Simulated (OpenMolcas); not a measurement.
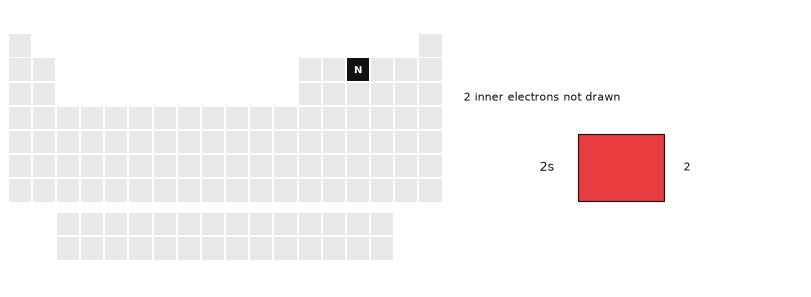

Left, the place of nitrogen in the periodic table; right, the outer shells of the leading configuration of the lowest level: a box for each of the 2l + 1 orbitals, shaded by the share of the shell that is filled, with the electron count at the right.

**Run report: N³⁺, multiconfigurational calculation (part 1 of 2)**

System: N³⁺.
Method: state-averaged CASSCF, active space 2 electrons in the shells 2s 2p 3s 3p, basis ANO-R1, X2C scalar Hamiltonian, spin-orbit coupling by RASSI with atomic mean-field integrals (OpenMolcas).

## Key numbers

- outcome: converged
- lowest level: 2s² ¹S₀
- first excited level: 2s 2p ³P°₀, 60,647 cm⁻¹ (measured: 67,209)
- energy of the lowest spin-free term: −51.10914 hartree
- energy of the lowest spin-orbit level: −51.10914 hartree
- largest spread among components of a term: 0.0 cm⁻¹
- hardware: 1 CPU thread, shared host
- wall time: 15 s

## Remarks

Without dynamic correlation the gaps between configurations can be off by an electronvolt or more. To bear in mind: extra active shells serve correlation only, their own levels not computed; small basis contracted for the neutral atom, rough for a high charge; only configurations of the active space are included.

## The input
```
&GATEWAY
Coord
1

N 0.0 0.0 0.0
Basis=ANO-R1
Group=XYZ
NoMove
AngMom=0.0 0.0 0.0
AMFI
&SEWARD
&RASSCF
FileOrb=start.orb
Symmetry=1
Spin=3
nActEl=2 0 0
Inactive=1 0
Ras2=1 3
CIRoot=3 3 1
SDav=3
CIMx=300
Iter=120 100
PrWF=0.3
OrbListing=Nothing
MaxOrb=0
Atom
>>> COPY $Project.JobIph JOBPRE
&RASSCF
FileOrb=start.orb
Symmetry=1
Spin=3
nActEl=2 0 0
Inactive=1 0
Ras2=2 6
CIRoot=3 3 1
SDav=16
CIMx=300
Iter=120 100
PrWF=0.3
OrbListing=Nothing
MaxOrb=0
Atom
>>> COPY $Project.JobIph JOB001
&RASSCF
FileOrb=start.orb
Symmetry=1
Spin=1
nActEl=2 0 0
Inactive=1 0
Ras2=2 6
CIRoot=7 7 1
SDav=24
CIMx=300
Iter=120 100
PrWF=0.3
OrbListing=Nothing
MaxOrb=0
Atom
>>> COPY $Project.JobIph JOB002
&RASSCF
FileOrb=start.orb
Symmetry=2
Spin=3
nActEl=2 0 0
Inactive=1 0
Ras2=2 6
CIRoot=3 3 1
SDav=12
CIMx=300
Iter=120 100
PrWF=0.3
OrbListing=Nothing
MaxOrb=0
Atom
>>> COPY $Project.JobIph JOB003
&RASSCF
FileOrb=start.orb
Symmetry=2
Spin=1
nActEl=2 0 0
Inactive=1 0
Ras2=2 6
CIRoot=3 3 1
SDav=12
CIMx=300
Iter=120 100
PrWF=0.3
OrbListing=Nothing
MaxOrb=0
Atom
>>> COPY $Project.JobIph JOB004
&RASSI
NrOfJobIphs=4 3 7 3 3
1 2 3
1 2 3 4 5 6 7
1 2 3
1 2 3
IphNames
JOB001
JOB002
JOB003
JOB004
EJob
SpinOrbit
DIPRint=1.0
SOCoupling=1000.0
Subsets=2
MEES
Property=10
'ANGMOM' 1 'ANGMOM' 2 'ANGMOM' 3 'MLTPL  1' 1 'MLTPL  1' 2 'MLTPL  1' 3
'AMFI' 1 'AMFI' 2 'AMFI' 3 'MLTPL  2' 6
SOProperty=3
'ANGMOM' 1 'ANGMOM' 2 'ANGMOM' 3
```

The file start.orb holds starting orbitals from an earlier step. A driver script formed the levels outside the program, from RASSI's spin-orbit matrix and the active-space energies, averaged over the components of each term or state.

Run as:
```bash
OMP_NUM_THREADS=1 MOLCAS_MEM=2252 MOLCAS_PROJECT=a pymolcas a.inp > a.log  # once for each step of the input, in one work folder
```

## Output (extracts)
```
--- SEWARD ---
Basis set label: N.ANO-R...3S2P1D.

      Electronic valence basis set:
      ------------------
      Associated Effective Charge   7.000000 au
      Associated Actual Charge      7.000000 au
      Nuclear Model: Finite nucleus - Gaussian distribution
        Gaussian exponent, Xi/bohr**(-2):  6.28656E+08

      Shell  nPrim  nBasis  Cartesian Spherical Contaminant
         s      13       3        X
         p       8       2        X
         d       4       1                 X
                  Relativistic X2C integrals
                  Atomic mean-field integrals
--- RASSCF ---
Wave function specifications:
      -----------------------------

      Number of closed shell electrons           2
      Number of electrons in active shells       2
      Max number of holes in RAS1 space          0
      Max nr of electrons in RAS3 space          0
      Number of inactive orbitals                1
      Number of active orbitals                  8
      Number of secondary orbitals               5
      Spin quantum number                      1.0
      State symmetry                             1
Orbital specifications:
      -----------------------

      Symmetry species                           1   2
                                                ag  au
      Frozen orbitals                            0   0
      Inactive orbitals                          1   0
      Active orbitals                            2   6
      RAS1 orbitals                              0   0
      RAS2 orbitals                              2   6
      RAS3 orbitals                              0   0
      Secondary orbitals                         5   0
      Deleted orbitals                           0   0
      Number of basis functions                  8   6
      Number of CSFs                            16
      Number of root(s) required                 3
      Iter CI   SX   CI       RASSCF       Energy    max ROT     max BLB   max BLB  Level Ln srch  Step   QN
          iter iter root      energy       change     param      element    value   shift minimum  type update
 Nr of preliminary CI iterations:   1
 ###############################################################################
 ###############################################################################
 ###                                                                         ###
 ###                                                                         ###
 ###    WARNING: Problems in orbital optimization.                           ###
 ###                                                                         ###
 ###                                                                         ###
 ###############################################################################
 ###############################################################################
  Warning: In symmetry  1, orbital p=   2 has diagonal density matrix element D(p,p) close to zero. D(p,p)=  8.709219E-30
  Warning: In symmetry  1, orbital p=   3 has diagonal density matrix element D(p,p) close to zero. D(p,p)=  8.709219E-30
        ...
 ###############################################################################
  Warning: In symmetry  1, orbital p=   2 has diagonal density matrix element D(p,p) close to zero. D(p,p)=  1.025147E-30
  Warning: In symmetry  1, orbital p=   3 has diagonal density matrix element D(p,p) close to zero. D(p,p)=  1.025147E-30
        4   1    1    0   -50.37482842   -3.55E-14   0.00E+00    1   2 1  1.96E-08   0.00   0.00    SX    NO
      Convergence after  4 iterations
        5   1    1    0   -50.37482842    4.97E-14   0.00E+00    1   2 1  1.96E-08   0.00   0.00    SX    NO
      Natural orbitals and occupation numbers for root  1
      sym 1:   0.000000   0.000000
      sym 2:   0.999826  -0.000000   0.999826   0.000174   0.000174  -0.000000
      Natural orbitals and occupation numbers for root  2
      sym 1:   0.000000   0.000000
      sym 2:   0.000000   0.999826   0.999826   0.000000   0.000174   0.000174
      Natural orbitals and occupation numbers for root  3
      sym 1:   0.000000   0.000000
      sym 2:   0.999826   0.999826   0.000000   0.000174  -0.000000   0.000174
::    RASSCF root number  1 Total energy:    -50.37482842
::    RASSCF root number  2 Total energy:    -50.37482842
::    RASSCF root number  3 Total energy:    -50.37482842
--- RASSCF ---
Wave function specifications:
      -----------------------------

      Number of closed shell electrons           2
      Number of electrons in active shells       2
      Max number of holes in RAS1 space          0
      Max nr of electrons in RAS3 space          0
      Number of inactive orbitals                1
      Number of active orbitals                  8
      Number of secondary orbitals               5
      Spin quantum number                      0.0
      State symmetry                             1
Orbital specifications:
      -----------------------

      Symmetry species                           1   2
                                                ag  au
      Frozen orbitals                            0   0
      Inactive orbitals                          1   0
      Active orbitals                            2   6
      RAS1 orbitals                              0   0
      RAS2 orbitals                              2   6
      RAS3 orbitals                              0   0
      Secondary orbitals                         5   0
      Deleted orbitals                           0   0
      Number of basis functions                  8   6
      Number of CSFs                            24
      Number of root(s) required                 7
      Iter CI   SX   CI       RASSCF       Energy    max ROT     max BLB   max BLB  Level Ln srch  Step   QN
          iter iter root      energy       change     param      element    value   shift minimum  type update
 Nr of preliminary CI iterations:   1
        1   1    3    0   -50.36570958    0.00E+00   1.30E-04    1   3 1 -4.48E-03*  0.00   0.00    SX    NO
        2   1    3    0   -50.36571044   -8.59E-07*  6.01E-06    1   2 1  1.63E-04*  0.00   0.00    SX    NO
        3   1    2    0   -50.36571044   -1.28E-09  -3.41E-07    1   2 1  9.28E-06   0.00   0.00    SX    NO
        4   1    2    0   -50.36571044   -3.50E-12  -1.76E-08    1   2 1  4.76E-07   0.00   0.00    SX    NO
      Convergence after  4 iterations
        5   1    2    0   -50.36571044    6.39E-14  -1.76E-08    1   2 1  2.45E-08   0.00   0.00    SX    NO
      Natural orbitals and occupation numbers for root  1
      sym 1:   1.854084   0.000002
      sym 2:   0.048635   0.048635   0.048635   0.000003   0.000003   0.000003
      Natural orbitals and occupation numbers for root  2
      sym 1:   0.000000   0.000000
      sym 2:   0.246664   1.324559   0.428032   0.000493   0.000092   0.000159
      Natural orbitals and occupation numbers for root  3
      sym 1:   0.000000   0.000000
      sym 2:   0.881064   0.012716   1.105475   0.000005   0.000328   0.000412
::    RASSCF root number  1 Total energy:    -51.10914089
::    RASSCF root number  2 Total energy:    -50.27805685
::    RASSCF root number  3 Total energy:    -50.27805685
::    RASSCF root number  4 Total energy:    -50.27805685
::    RASSCF root number  5 Total energy:    -50.27805685
::    RASSCF root number  6 Total energy:    -50.27805685
::    RASSCF root number  7 Total energy:    -50.06054796
--- RASSCF ---
Wave function specifications:
      -----------------------------

      Number of closed shell electrons           2
      Number of electrons in active shells       2
      Max number of holes in RAS1 space          0
      Max nr of electrons in RAS3 space          0
      Number of inactive orbitals                1
      Number of active orbitals                  8
      Number of secondary orbitals               5
      Spin quantum number                      1.0
      State symmetry                             2
Orbital specifications:
      -----------------------

      Symmetry species                           1   2
                                                ag  au
      Frozen orbitals                            0   0
      Inactive orbitals                          1   0
      Active orbitals                            2   6
      RAS1 orbitals                              0   0
      RAS2 orbitals                              2   6
      RAS3 orbitals                              0   0
      Secondary orbitals                         5   0
      Deleted orbitals                           0   0
      Number of basis functions                  8   6
      Number of CSFs                            12
      Number of root(s) required                 3
      Iter CI   SX   CI       RASSCF       Energy    max ROT     max BLB   max BLB  Level Ln srch  Step   QN
          iter iter root      energy       change     param      element    value   shift minimum  type update
 Nr of preliminary CI iterations:   1
        1   1    2    0   -50.83223791    0.00E+00  -6.80E-09    1   3 1 -2.38E-07   0.00   0.00    SX    NO
        2   1    1    0   -50.83223791   -2.13E-14   0.00E+00    1   3 1 -3.84E-09   0.00   0.00    SX    NO
        3   1    1    0   -50.83223791    2.13E-14   0.00E+00    1   3 1 -3.84E-09   0.00   0.00    SX    NO
        4   1    1    0   -50.83223791   -2.84E-14   0.00E+00    1   3 1 -3.84E-09   0.00   0.00    SX    NO
      Convergence after  4 iterations
        5   1    1    0   -50.83223791   -7.11E-15   0.00E+00    1   3 1 -3.84E-09   0.00   0.00    SX    NO
      Natural orbitals and occupation numbers for root  1
      sym 1:   0.999991   0.000009
      sym 2:   0.000000   0.000000   0.999991   0.000000   0.000000   0.000009
      Natural orbitals and occupation numbers for root  2
      sym 1:   0.999991   0.000009
      sym 2:   0.999991   0.000000   0.000000   0.000009  -0.000000  -0.000000
      Natural orbitals and occupation numbers for root  3
      sym 1:   0.999991   0.000009
      sym 2:   0.000000   0.999991   0.000000   0.000000   0.000009   0.000000
::    RASSCF root number  1 Total energy:    -50.83223791
::    RASSCF root number  2 Total energy:    -50.83223791
::    RASSCF root number  3 Total energy:    -50.83223791
```

(Continued in part 2.)
